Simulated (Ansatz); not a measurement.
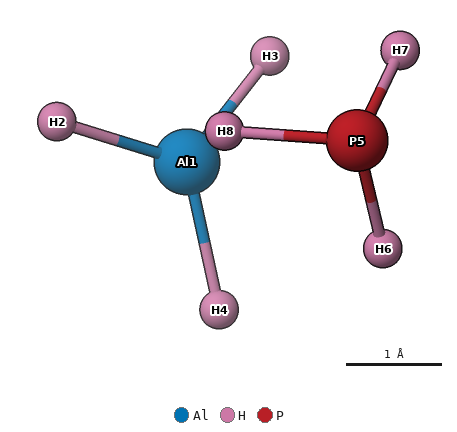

Fig. 1: The structure as given in the input (ball-and-stick view, seen at a tilt; atoms are numbered from 1 in the order of the input). Sticks mark near contacts. Bond lengths as drawn: Al–H 1.60 to 1.61 Å and H–P 1.44 to 1.46 Å.

**Nudged elastic band, with input and output: AlPH6**

- system: AlPH6
- method: RKS PBE-D4/def2-SVP (Ansatz 0.2.0)

It belongs to a series of runs on one base structure; here: band between the two ends. Figures and captions count atoms from 1; the log counts them from 0 in places.

### What the program printed
```
Engine: ansatz 0.2.0, aarch64-unknown-linux-gnu
Functional definition: PBE
  parameter kappa = 0.804
  parameter beta = 0.06672455060314922
  exchange = pbe_x(kappa = kappa, mu = beta*pi^2/3)
  correlation = pbe_c(beta = beta)
748 factors; their error is unknown
mean field evaluation 1: about -15967.3058 eV, gradient 1.6e1 eV
mean field evaluation 2: about -15968.1734 eV, gradient 8.4e0 eV
mean field evaluation 4: about -15968.4988 eV, gradient 5.7e-1 eV
mean field evaluation 8: about -15968.4776 eV, gradient 5.0e-3 eV
mean field -15968.47757941 eV, -586.8307272206 hartree, gradient 5.4e-5 eV, S^2 0.000000; 0 other end points of the search recorded, 0 dependent functions left out
the calculation of the forces begins
reference -15968.47761679 eV, -586.8307285941 hartree; 17, 17 occupied and 49, 49 virtual orbitals, 748 factors
748 factors; their error is unknown
mean field evaluation 16: about -15968.6980 eV, gradient 4.3e0 eV
mean field -15968.74913584 eV, -586.8407067353 hartree, gradient 2.7e-5 eV, S^2 0.000000; 0 other end points of the search recorded, 0 dependent functions left out
[... from here on the field's lines of each further geometry are left out, up to the last ...]
NEB iter   1: max|band force component| = 3.819e0 eV/Å  barrier→ = 1.5969 eV  barrier← = 1.8690 eV  Δτ_max = 0.2000 Å  (161 SCF iters)
NEB iter   2: max|band force component| = 1.849e0 eV/Å  barrier→ = 0.8173 eV  barrier← = 1.0894 eV  Δτ_max = 0.2000 Å  (132 SCF iters)
NEB iter   3: max|band force component| = 9.788e-1 eV/Å  barrier→ = 0.5732 eV  barrier← = 0.8453 eV  Δτ_max = 0.1034 Å  (136 SCF iters)
NEB iter   4: max|band force component| = 9.094e-1 eV/Å  barrier→ = 0.5282 eV  barrier← = 0.8003 eV  CI = image 2  Δτ_max = 0.1852 Å  (126 SCF iters)
NEB iter   5: max|band force component| = 4.604e0 eV/Å  barrier→ = 0.6143 eV  barrier← = 0.8864 eV  CI = image 2  Δτ_max = 0.0933 Å  (137 SCF iters)
NEB iter   6: max|band force component| = 8.365e-1 eV/Å  barrier→ = 0.6053 eV  barrier← = 0.8773 eV  CI = image 2  Δτ_max = 0.0628 Å  (129 SCF iters)
NEB iter   7: max|band force component| = 3.939e-1 eV/Å  barrier→ = 0.5953 eV  barrier← = 0.8673 eV  CI = image 2  Δτ_max = 0.0396 Å  (123 SCF iters)
NEB iter   8: max|band force component| = 6.518e-2 eV/Å  barrier→ = 0.5941 eV  barrier← = 0.8661 eV  CI = image 2  Δτ_max = 0.0186 Å  (130 SCF iters)
NEB iter   9: max|band force component| = 3.742e-2 eV/Å  barrier→ = 0.5936 eV  barrier← = 0.8657 eV  CI = image 2  Δτ_max = 0.0096 Å  (123 SCF iters)
the calculation of the forces begins
reference -15968.73454470 eV, -586.8401705207 hartree; 17, 17 occupied and 49, 49 virtual orbitals, 748 factors
748 factors; their error is unknown
mean field -15967.87538808 eV, -586.8085970974 hartree, gradient 1.1e-5 eV, S^2 0.000000; 1 other end points of the search recorded, 0 dependent functions left out
the calculation of the forces begins
reference -15967.87542508 eV, -586.8085984571 hartree; 17, 17 occupied and 49, 49 virtual orbitals, 748 factors
NEB iter  10: max|band force component| = 1.893e-2 eV/Å  barrier→ = 0.5935 eV  barrier← = 0.8655 eV  CI = image 2  Δτ_max = 0.0000 Å  (221 SCF iters)
```

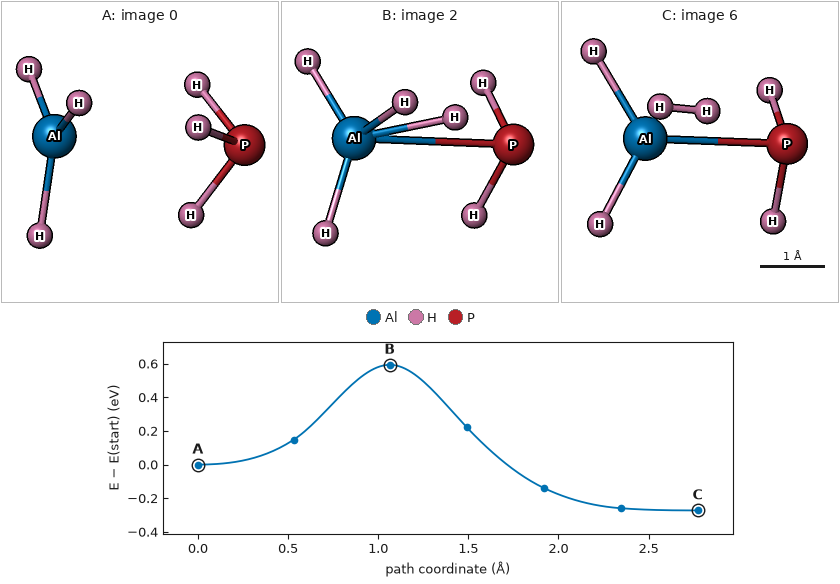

Fig. 2: Images of the last band (counted from 0; ball-and-stick, seen at a tilt) above the energy along the path; the line is a cubic interpolation that uses the forces. The highest image is number 2, 0.593 eV above the start and 0.866 eV above the end (the climbing image); the end lies 0.272 eV below the start. The path is 2.77 Å long. The band converged in 10 iterations.

```
Total energy: -15968.01178636 eV, -586.8136096414 hartree
Atom 0 at     0.040544    -0.303746     0.023352 Å, force     0.000610    -0.001559    -0.009223 eV/Å
Atom 1 at    -0.041796     0.165902     1.672857 Å, force    -0.004794     0.001733     0.003183 eV/Å
Atom 2 at     1.483450     0.025168    -0.555582 Å, force     0.002216     0.003186     0.002549 eV/Å
Atom 3 at    -1.410571    -0.145522    -0.606199 Å, force     0.000395     0.001492    -0.003464 eV/Å
Atom 4 at     0.107756    -2.686145     1.183146 Å, force     0.003867     0.000535    -0.001428 eV/Å
Atom 5 at    -0.620779    -2.927477    -0.034485 Å, force    -0.004997    -0.002458     0.004100 eV/Å
Atom 6 at     1.403412    -2.741702     0.561313 Å, force    -0.003300     0.001697    -0.001500 eV/Å
Atom 7 at    -0.014315    -0.964378     1.641597 Å, force     0.006002    -0.004626     0.005783 eV/Å
Dipole moment:     0.051196    -0.068529    -0.045533 e Å
this run last wrote the band of iteration 10 to [file]
```

### The last band as extended XYZ (Å, eV, eV/Å)
```
8
Properties=species:S:1:pos:R:3:forces:R:3 image=0 energy=-15968.60524
Al    0.0200    0.0344    0.1294    0.0006  -0.0256   0.0183
H    -0.0825    0.7005    1.5876   -0.0002   0.0171  -0.0042
H     1.4512   -0.0933   -0.5783   -0.0009   0.0092  -0.0072
H    -1.3230   -0.2530   -0.6957   -0.0006   0.0093  -0.0072
P     0.1739   -2.9628    1.1973   -0.0011  -0.0234   0.0095
H    -0.6609   -2.7572    0.0423    0.0002   0.0064  -0.0018
H     1.3852   -2.6332    0.4947    0.0021   0.0046  -0.0016
H    -0.0161   -1.6133    1.7088    0.0000   0.0024  -0.0059
8
Properties=species:S:1:pos:R:3:forces:R:3 image=1 energy=-15968.45631
Al    0.0234   -0.0854    0.0911   -0.0241   0.3211   0.0955
H    -0.0455    0.3674    1.6433   -0.0048   0.2985  -0.0485
H     1.4608   -0.0215   -0.6037   -0.0300  -0.0727  -0.0730
H    -1.3847   -0.1843   -0.6582    0.0409  -0.0587  -0.0827
P     0.1251   -2.8004    1.2407    0.0256  -0.1632   0.0933
H    -0.6216   -2.8188    0.0079   -0.0073   0.1558   0.0695
H     1.3980   -2.6919    0.5796   -0.0107   0.0722   0.0298
H    -0.0078   -1.3430    1.5854    0.0104  -0.5530  -0.0838
8
Properties=species:S:1:pos:R:3:forces:R:3 image=2 energy=-15968.01175
Al    0.0405   -0.3037    0.0234    0.0006  -0.0016  -0.0092
H    -0.0418    0.1659    1.6729   -0.0048   0.0017   0.0032
H     1.4834    0.0252   -0.5556    0.0022   0.0032   0.0025
H    -1.4106   -0.1455   -0.6062    0.0004   0.0015  -0.0035
P     0.1078   -2.6861    1.1831    0.0039   0.0005  -0.0014
H    -0.6208   -2.9275   -0.0345   -0.0050  -0.0025   0.0041
H     1.4034   -2.7417    0.5613   -0.0033   0.0017  -0.0015
H    -0.0143   -0.9644    1.6416    0.0060  -0.0046   0.0058
8
Properties=species:S:1:pos:R:3:forces:R:3 image=3 energy=-15968.38376
Al    0.0520   -0.4933   -0.0365    0.0262  -0.5207  -0.1749
H    -0.0422    0.1852    1.7371   -0.0082   0.0464   0.1850
H     1.4662    0.0616   -0.5251   -0.0541   0.1160   0.0924
H    -1.3978   -0.1034   -0.5762    0.0307   0.1132   0.0887
P     0.0973   -2.6748    1.0929   -0.0129   0.0256  -0.2524
H    -0.6137   -3.0569   -0.0902    0.0221  -0.3673  -0.1617
H     1.4121   -2.8228    0.5323    0.0314  -0.2185  -0.0895
H    -0.0262   -0.6734    1.7518   -0.0351   0.8053   0.3125
8
Properties=species:S:1:pos:R:3:forces:R:3 image=4 energy=-15968.74367
Al    0.0547   -0.5964   -0.0734    0.0008  -0.1368  -0.0527
H    -0.0476    0.3278    1.7996   -0.0041   0.1724   0.0648
H     1.4347    0.1084   -0.4730   -0.0350   0.0533   0.0478
H    -1.3774   -0.0567   -0.5381    0.0176   0.0483   0.0342
P     0.0903   -2.7225    0.9827   -0.0059  -0.0521  -0.1085
H    -0.5838   -3.2293   -0.1800    0.0305  -0.2229  -0.0891
H     1.4175   -2.9486    0.4752    0.0107  -0.1563  -0.0599
H    -0.0406   -0.4606    1.8930   -0.0145   0.2942   0.1635
8
Properties=species:S:1:pos:R:3:forces:R:3 image=5 energy=-15968.86420
Al    0.0605   -0.6510   -0.0683    0.0025  -0.0132   0.0009
H    -0.0709    0.5026    1.8045   -0.0041   0.0439  -0.0009
H     1.4143    0.1423   -0.3883   -0.0053   0.0059   0.0176
H    -1.3643   -0.0648   -0.5047    0.0039  -0.0020   0.0062
P     0.1182   -2.8104    0.8904    0.0049  -0.0210  -0.0186
H    -0.5672   -3.3648   -0.2491    0.0011  -0.0322  -0.0131
H     1.4312   -3.0879    0.3686    0.0030  -0.0342  -0.0238
H    -0.0741   -0.2439    2.0329   -0.0060   0.0529   0.0317
8
Properties=species:S:1:pos:R:3:forces:R:3 image=6 energy=-15968.87729
Al    0.1118   -0.6793   -0.0442   -0.0089   0.0046   0.0005
H    -0.1559    0.5901    1.7824   -0.0014  -0.0105   0.0047
H     1.4527    0.1667   -0.2701    0.0001  -0.0029   0.0005
H    -1.3073   -0.1214   -0.5336    0.0036   0.0005  -0.0010
P     0.2403   -2.8526    0.8683    0.0057  -0.0076  -0.0126
H    -0.6574   -3.3891   -0.1241    0.0109   0.0080   0.0090
H     1.4271   -3.1690    0.1136   -0.0115  -0.0008   0.0053
H    -0.1636   -0.1233    2.0938    0.0014   0.0087  -0.0064
```

This output came from the following input.

### Input file
```yaml
crystal:
  periodic: [false, false, false]
  atoms:
    - { symbol: Al, position_ang: [0.019988, 0.034411, 0.12943] }
    - { symbol: H, position_ang: [-0.082525, 0.700548, 1.587557] }
    - { symbol: H, position_ang: [1.451154, -0.093321, -0.578325] }
    - { symbol: H, position_ang: [-1.322973, -0.253043, -0.69573] }
    - { symbol: P, position_ang: [0.173927, -2.962781, 1.197275] }
    - { symbol: H, position_ang: [-0.660937, -2.757183, 0.042322] }
    - { symbol: H, position_ang: [1.385176, -2.633217, 0.494703] }
    - { symbol: H, position_ang: [-0.01611, -1.613313, 1.708768] }
basis:
  gaussian: { orbitals: def2-SVP }
hamiltonian:
  xc: pbe
  dispersion: d4
neb:
  order_check: false
  images: 5
  f_tol: 0.03
  max_iterations: 60
  final_atoms:
    - { symbol: Al, position_ang: [0.11180173, -0.67930737, -0.04424811] }
    - { symbol: H, position_ang: [-0.15592194, 0.59010925, 1.78235541] }
    - { symbol: H, position_ang: [1.45271132, 0.16666984, -0.27012017] }
    - { symbol: H, position_ang: [-1.30732726, -0.12140313, -0.53359805] }
    - { symbol: P, position_ang: [0.24032993, -2.85261208, 0.86829219] }
    - { symbol: H, position_ang: [-0.65738926, -3.38911529, -0.12414531] }
    - { symbol: H, position_ang: [1.42709164, -3.16897335, 0.11362042] }
    - { symbol: H, position_ang: [-0.16359616, -0.12326687, 2.09384362] }
  initial_path:
    images:
      - { positions_ang: [[0.019988, 0.034411, 0.12943], [-0.082525, 0.700548, 1.587557], [1.451154, -0.093321, -0.578325], [-1.322973, -0.253043, -0.69573], [0.173927, -2.962781, 1.197275], [-0.660937, -2.757183, 0.042322], [1.385176, -2.633217, 0.494703], [-0.01611, -1.613313, 1.708768]] }
      - { positions_ang: [[0.01264424, 0.02126352, 0.08237631], [-0.05759262, 0.47141479, 1.69109598], [1.41785814, -0.06504043, -0.6481197], [-1.33221871, -0.17417267, -0.72904516], [0.15277295, -2.78947056, 1.0732997], [-0.65824267, -2.92989395, 0.01643403], [1.41056732, -2.71564, 0.60658047], [0.00191135, -1.3963597, 1.79337837]] }
      - { positions_ang: [[0.00530047, 0.00811604, 0.03532262], [-0.03266024, 0.24228158, 1.79463496], [1.38456229, -0.03675987, -0.71791441], [-1.34146442, -0.09530234, -0.76236031], [0.1316189, -2.61616012, 0.9493244], [-0.65554834, -3.10260489, -0.00945393], [1.43595864, -2.79806299, 0.71845793], [0.0199327, -1.17940641, 1.87798873]] }
      - { positions_ang: [[-0.00204329, -0.00503144, -0.01173108], [-0.00772786, 0.01314837, 1.89817394], [1.35126643, -0.0084793, -0.78770911], [-1.35071012, -0.01643201, -0.79567547], [0.11046485, -2.44284968, 0.8253491], [-0.65285401, -3.27531584, -0.0353419], [1.46134996, -2.88048599, 0.8303354], [0.03795405, -0.96245311, 1.9625991]] }
      - { positions_ang: [[0.03590505, -0.22979008, -0.02257009], [-0.05712589, 0.20546866, 1.85956777], [1.38508139, 0.04990374, -0.61517946], [-1.33624917, -0.05142238, -0.70831633], [0.15375321, -2.57943715, 0.83966347], [-0.65436576, -3.31324899, -0.06494303], [1.44993052, -2.97664844, 0.5914304], [-0.02922936, -0.68272437, 2.00634728]] }
      - { positions_ang: [[0.07385339, -0.45454872, -0.0334091], [-0.10652391, 0.39778896, 1.82096159], [1.41889635, 0.10828679, -0.44264982], [-1.32178822, -0.08641276, -0.62095719], [0.19704157, -2.71602461, 0.85397783], [-0.65587751, -3.35118214, -0.09454417], [1.43851108, -3.0728109, 0.35252541], [-0.09641276, -0.40299562, 2.05009545]] }
      - { positions_ang: [[0.11180173, -0.67930737, -0.04424811], [-0.15592194, 0.59010925, 1.78235541], [1.45271132, 0.16666984, -0.27012017], [-1.30732726, -0.12140313, -0.53359805], [0.24032993, -2.85261208, 0.86829219], [-0.65738926, -3.38911529, -0.12414531], [1.42709164, -3.16897335, 0.11362042], [-0.16359616, -0.12326687, 2.09384362]] }
```

Run as:
```bash
ansatz run input.yaml --threads 1 --pin off --max-ram 2048MiB --backend cpu --events-out ev --progress --plain --runs-dir out
```

### Key numbers

| quantity | value |
| --- | --- |
| outcome | converged |
| barrier, forward | 0.594 eV |
| barrier, backward | 0.866 eV |
| hardware | 1 thread of Arm Neoverse V1, 24 GiB of memory available, shared host |
| wall time | 82 s |
| peak memory | 0.11 GiB |

### Notes

The order of the saddle point was not checked.
